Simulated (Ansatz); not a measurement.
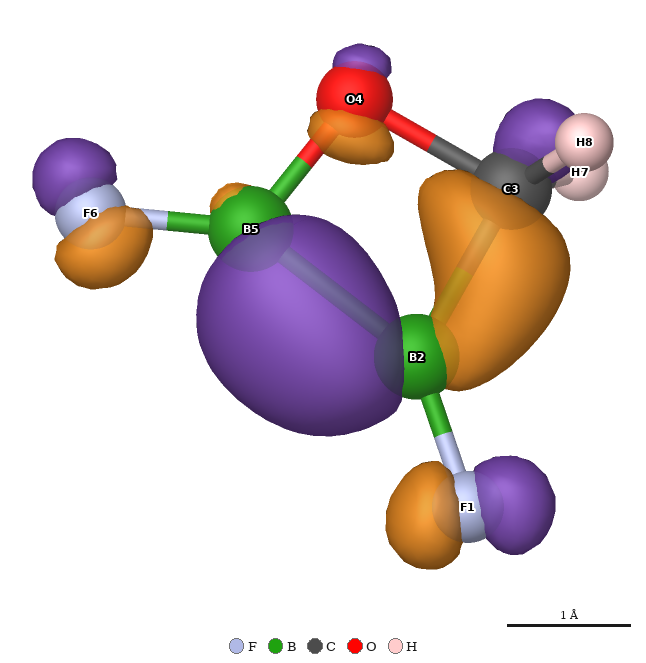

Figure 1: CH$_{2}$B$_{2}$F$_{2}$O (SMILES FB1COB1F). One frontier orbital at ±0.2 Å⁻³ᐟ² (orange and purple are the two phases), seen across its widest extent.

Geometry: PBE0-D4/def2-TZVP.

These are results of RKS PBE0-D4/def2-TZVPP in Ansatz 0.2.0, not measurements.

```xyz
8

F    -1.8474   -0.6617    1.1137
B    -0.8410   -0.1667    0.4436
C     0.5863   -0.7548    0.0759
O     0.9340    0.4883   -0.6401
B    -0.2298    1.1747   -0.4341
F    -0.4343    2.3887   -0.8920
H     0.6286   -1.6025   -0.6133
H     1.2958   -0.9230    0.8905
```

**Which orbital is it: HOMO or LUMO?**

The HOMO, at −8.22 eV. It lies mainly on B2 (about 30 %), B5 (about 25 %), C3 (about 15 %), F1 (about 10 %) and F6 (about 5 %).
